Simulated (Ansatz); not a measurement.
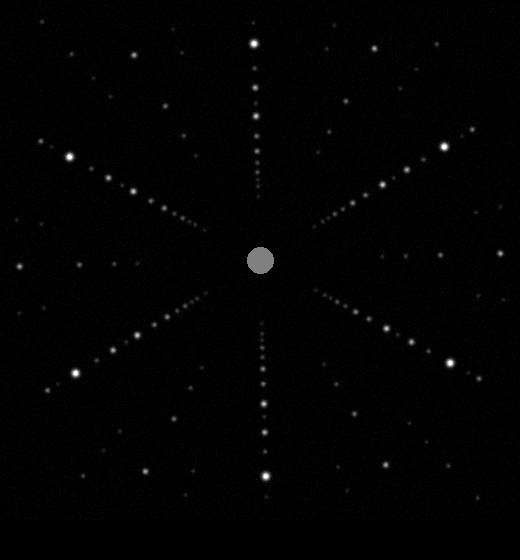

Simulated back-reflection Laue pattern (white X-rays, 0.45 to 2.2 Å, flat plate covering ±45° about the beam, kinematic intensities, seen from the source).

Q: Which symmetry elements lie along the beam?

A: 6mm: a sixfold axis with mirror lines.

The crystal is Sc, space group P6_3/mmc (No. 194), a = 3.328 Å, c = 5.212 Å (hexagonal axes). Structure: the input geometry of an electronic-structure calculation (not necessarily at equilibrium).

Q: Which direction points towards the source?

A: [001] or one equivalent to it by a rotation of the Laue group. In Laue class 6/mmm no other family of directions with a member of indices 0 and ±1 has this symmetry.
